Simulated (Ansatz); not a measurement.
Partial pair distribution functions of a relaxed model of amorphous Ga24O39Lu2, broadened by 0.06 Å; density 5.38 g/cm³. Method: PBE, scalar-relativistic without spin-orbit coupling (plane waves to 420 eV, PAW; Ansatz, a first-principles code).

Preparation: random packing, a CHGNet melt and quench, and a DFT relaxation. O atoms were pushed apart under 1.9 Å during the dynamics, to hinder bonds among them. The hot cell started wider than the set density and was brought back towards it in steps. It is the lowest in DFT energy of 2 quenches. It is a model cell: composition and starting density were chosen by hand, and all elements were melted together. No dispersion term was used. Its density started from a set value of 5.38 and ended at 5.38 g/cm³. The quench (nominally 330 K/ps over its main leg) was far faster than any real one, so the model tends to hold more defects than a real film. One small periodic cell is one sample of the glass; other quenches scatter about these values. The volume was held where the preparation left it and the shape relaxed, at a PBE pressure of 1.6 GPa. Stress components on the final sampling reach 1.6 GPa.

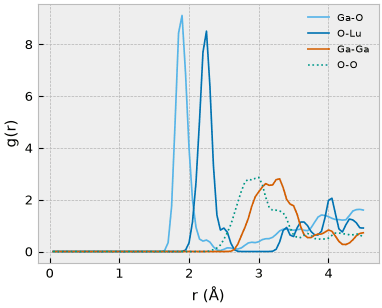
*Partial pair distribution functions*

Highest peaks under 4.5 Å: Ga-O near 1.90 Å, O-Lu near 2.25 Å, Ga-Ga near 3.30 Å, O-O near 3.00 Å; pairs of few atoms are noisy.

Within 2.40 Å each Ga has 4.46 O neighbours on average.
